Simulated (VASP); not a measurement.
# MgO (Periclase): structure and properties in VASP, part 3 of 4

How well does PBEsol + D3(BJ) reproduce what experiment finds for MgO (Periclase)? The cell is relaxed first, and properties follow on it. The start is a cell from a database of measured crystal structures.

VASP 6.6.1; PBEsol with D3(BJ); plane waves and PAW (Mg, O).

So far, gap on the k-mesh (eV): step 2 (full relaxation (PBEsol + D3(BJ))) 4.92; step 6 (total and projected DOS (PBEsol + D3(BJ))) 4.92. The relaxed cell has a = 4.172 Å (conventional setting).

The database entry behind the starting cell differs from later determinations by our own check (about 0.1 % long), so it need not match the best structure at ambient conditions.

## 7. Zone-centre phonons (PBEsol + D3(BJ))

Zone-centre modes test whether the atoms sit at a minimum within this cell. IBRION = 6 takes the force constants from differences of forces between displaced cells, so the forces must be tight.

File INCAR:

```
SYSTEM = MgO
PREC = Accurate
ENCUT = 520
EDIFF = 1E-08
NELM = 100
ISMEAR = 0
SIGMA = 0.05
LREAL = .FALSE.
ALGO = Normal
GGA = PS
IVDW = 12
NBANDS = 10
LORBIT = 11
LWAVE = .FALSE.
LCHARG = .FALSE.
KPAR = 2
IBRION = 6
NFREE = 2
POTIM = 0.015
ISIF = 2
NSW = 1
```

File POSCAR:

```
MgO
1.0
    0.0000000000      2.0858163861      2.0858163861
    2.0858163861      0.0000000000      2.0858163861
    2.0858163861      2.0858163861      0.0000000000
Mg O
1 1
Direct
    0.0000000000      0.0000000000      0.0000000000
    0.5000000000      0.5000000000      0.5000000000
```

File KPOINTS:

```
Automatic mesh
0
Gamma
11 11 11
0 0 0
```

The projector-augmented-wave data sets are Mg and O (PBE family, release 64).

Started as:

```sh
> mpirun -np 2 vasp_std
```

What it wrote:

```text
[... set-up lines as in an earlier step ...]
 entering main loop
       N       E                     dE             d eps       ncg     rms          rms(c)
[... 10 cycles as in an earlier step ...]
DAV:  11    -0.125047277526E+02   -0.10638E-05   -0.43222E-06  1206   0.153E-02    0.309E-03
DAV:  12    -0.125047281654E+02   -0.41277E-06   -0.97386E-08  1230   0.359E-03    0.283E-04
DAV:  13    -0.125047282184E+02   -0.53038E-07   -0.54230E-09   674   0.596E-04    0.474E-05
DAV:  14    -0.125047282098E+02    0.86162E-08   -0.14568E-10   606   0.111E-04
   1 F= -.13018653E+02 E0= -.13018653E+02  d E =-.536911E-19
 Found     2 degrees of freedom:
 Finite differences POTIM= 0.01500 DOF=   2
 bond charge predicted
       N       E                     dE             d eps       ncg     rms          rms(c)
DAV:   1    -0.125040289109E+02    0.69931E-03   -0.10867E-02  2530   0.799E-01    0.255E-02
DAV:   2    -0.125040326784E+02   -0.37674E-05   -0.16442E-04  2838   0.106E-01    0.148E-02
DAV:   3    -0.125040289806E+02    0.36977E-05   -0.14796E-05  2828   0.359E-02    0.252E-03
DAV:   4    -0.125040292596E+02   -0.27892E-06   -0.18788E-06  2840   0.113E-02    0.162E-03
DAV:   5    -0.125040292967E+02   -0.37172E-07   -0.10464E-07  2776   0.288E-03    0.304E-04
DAV:   6    -0.125040292989E+02   -0.21951E-08   -0.13111E-08  1972   0.101E-03
   2 F= -.13017953E+02 E0= -.13017953E+02  d E =-.448543E-19
[...]
3 F= -.13017953E+02 E0= -.13017953E+02  d E =-.448252E-19
[...]
4 F= -.13017952E+02 E0= -.13017952E+02  d E =-.448483E-19
 Finite differences progress:
  Degree of freedom:   2/  2
  Displacement:        1/  2
  Total:               3/  4
 bond charge predicted
       N       E                     dE             d eps       ncg     rms          rms(c)
DAV:   1    -0.125024637905E+02    0.15640E-02   -0.38453E+00  2520   0.161E+01    0.219E-01
DAV:   2    -0.125045663050E+02   -0.21025E-02   -0.33504E-02  2742   0.169E+00    0.109E-01
DAV:   3    -0.125040232624E+02    0.54304E-03   -0.13576E-03  2846   0.336E-01    0.305E-02
DAV:   4    -0.125040307285E+02   -0.74661E-05   -0.16204E-04  2778   0.107E-01    0.213E-02
DAV:   5    -0.125040284024E+02    0.23261E-05   -0.57964E-06  2720   0.224E-02    0.109E-02
DAV:   6    -0.125040278192E+02    0.58322E-06   -0.27276E-06  2826   0.160E-02    0.103E-03
DAV:   7    -0.125040278155E+02    0.36737E-08   -0.15819E-07  2740   0.369E-03    0.899E-04
DAV:   8    -0.125040278095E+02    0.59914E-08   -0.66964E-09  1390   0.722E-04
   5 F= -.13017952E+02 E0= -.13017952E+02  d E =-.448351E-19
 Finite differences progress:
  Degree of freedom:   2/  2
  Displacement:        2/  2
  Total:               4/  4
```

Elapsed: 73 s, on 2 MPI ranks of AMD EPYC 7R43, shared host; peak memory 0.3 GiB; 2.4 min of CPU time.

OUTCAR, selected parts (step 7):

```text
   NELECT =       8.0000    total number of electrons

 Edisp (eV)   -0.51392

 E-fermi :   3.5829

 k-point     1 :       0.0000    0.0000    0.0000
  band No.  band energies     occupation
      1     -14.0711      2.00000
      2       3.2874      2.00000
      3       3.2877      2.00000
      4       3.2877      2.00000
      5       8.2065      0.00000
      6      19.0805      0.00000
      7      19.0810      0.00000
      8      19.0810      0.00000
      9      22.9988      0.00000
    ...

 Edisp (eV)   -0.51392

  Total       0.01092     0.00069     0.00069    -0.00000     0.00000     0.00000
  in kB       0.96399     0.06063     0.06063    -0.00000     0.00000     0.00000
  external pressure =        0.36 kB  Pullay stress =        0.00 kB

 POSITION                                       TOTAL-FORCE (eV/Angst)
 -----------------------------------------------------------------------------------
      0.00000      0.00000      0.00000        -0.093368      0.000000      0.000000
      2.07082      2.08582      2.08582         0.093368      0.000000      0.000000
 -----------------------------------------------------------------------------------
    total drift:                                0.000135     -0.000001     -0.000001

  FREE ENERGIE OF THE ION-ELECTRON SYSTEM (eV)
  ---------------------------------------------------
  free  energy   TOTEN  =       -13.0179519659 eV

  energy  without entropy=      -13.0179519659  energy(sigma->0) =      -13.01795197

 Eigenvectors and eigenvalues of the dynamical matrix
 ----------------------------------------------------

   1 f  =   12.553579 THz    78.876464 2PiTHz  418.742327 cm-1    51.917408 meV
             X         Y         Z           dx          dy          dz
      0.000000  0.000000  0.000000    -0.005452   -0.191773   -0.600090
      2.085816  2.085816  2.085816     0.006721    0.236390    0.739702

   2 f  =   12.553579 THz    78.876464 2PiTHz  418.742327 cm-1    51.917408 meV
             X         Y         Z           dx          dy          dz
      0.000000  0.000000  0.000000    -0.389100    0.472995   -0.147622
      2.085816  2.085816  2.085816     0.479625   -0.583038    0.181966

   3 f  =   12.553579 THz    78.876464 2PiTHz  418.742327 cm-1    51.917408 meV
             X         Y         Z           dx          dy          dz
      0.000000  0.000000  0.000000    -0.495466   -0.369343    0.122534
      2.085816  2.085816  2.085816     0.610737    0.455271   -0.151042

   4 f/i=    0.000744 THz     0.004675 2PiTHz    0.024821 cm-1     0.003077 meV
             X         Y         Z           dx          dy          dz
      0.000000  0.000000  0.000000    -0.045493   -0.193509   -0.750713
      2.085816  2.085816  2.085816    -0.036907   -0.156986   -0.609023

   5 f/i=    0.000744 THz     0.004675 2PiTHz    0.024821 cm-1     0.003077 meV
             X         Y         Z           dx          dy          dz
      0.000000  0.000000  0.000000    -0.294742   -0.691218    0.196034
      2.085816  2.085816  2.085816    -0.239112   -0.560757    0.159035

   6 f/i=    0.000744 THz     0.004675 2PiTHz    0.024821 cm-1     0.003077 meV
             X         Y         Z           dx          dy          dz
      0.000000  0.000000  0.000000     0.717037   -0.296407    0.032952
      2.085816  2.085816  2.085816     0.581703   -0.240462    0.026732

 ELASTIC MODULI CONTR FROM IONIC RELAXATION (kBar)
 Direction    XX          YY          ZZ          XY          YZ          ZX
 --------------------------------------------------------------------------------
 XX           0.0000      0.0000      0.0000      0.0000      0.0000      0.0000
 YY           0.0000      0.0000      0.0000      0.0000      0.0000      0.0000
 ZZ           0.0000      0.0000      0.0000      0.0000      0.0000      0.0000
 XY           0.0000      0.0000      0.0000      0.0000      0.0000      0.0000
 YZ           0.0000      0.0000      0.0000      0.0000      0.0000      0.0000
 ZX           0.0000      0.0000      0.0000      0.0000      0.0000      0.0000
 --------------------------------------------------------------------------------

[... 9 parts as in an earlier step ...]

[... 8 further parts left out ...]
```

The last energy, forces, stress and levels in OUTCAR belong to the last displaced cell, not to the cell of POSCAR.

Numbers from this step:

```yaml
bands: 10
irreducible_k_points: 56
pressure_of_the_cell: 0.01174 GPa
largest_force_of_the_cell: 0 eV/Å
```

Transverse limit, no LO-TO splitting. Modes at Γ, with each element's share of the kinetic energy:

```
mode  frequency (cm⁻¹)  symmetry  Mg %  O %
   1               0.0  acoustic    60   40
   2               0.0  acoustic    60   40
   3               0.0  acoustic    60   40
   4             418.7       T1u    40   60
   5             418.7       T1u    40   60
   6             418.7       T1u    40   60
```

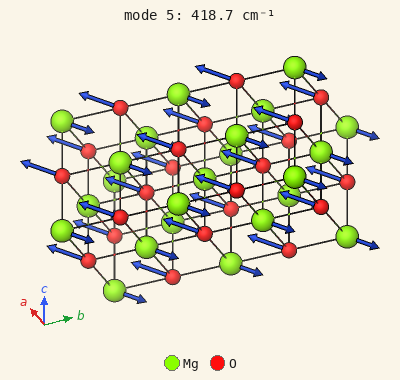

Displacement patterns of mode 5 at Γ; arrows are exaggerated. 1×2×1 conventional cells are drawn. Some periodic images of atoms are drawn too.

The three acoustic modes come out at zero, and all others are real. By the characters of their eigenvectors the optical modes sort into (cm⁻¹) infrared active: T1u 419.

(Part 3 of 4 ends here.)

[Lines on the potential files, build, host, timing and source positions are cut from VASP's logs without a mark.]

[Logs are printed without paths, hosts, clocks, repeated set-up lines and the standing remarks that a program may print on its own settings, such as how far it seeks lower states.]

[Hosts, paths, dates, database ids (printed as entryN), source tags and the programs' standing remarks are cut or masked in the printed files.]

[Measured values are set beside computed ones only where the two were judged alike; some that the calculation misses by far are left out.]
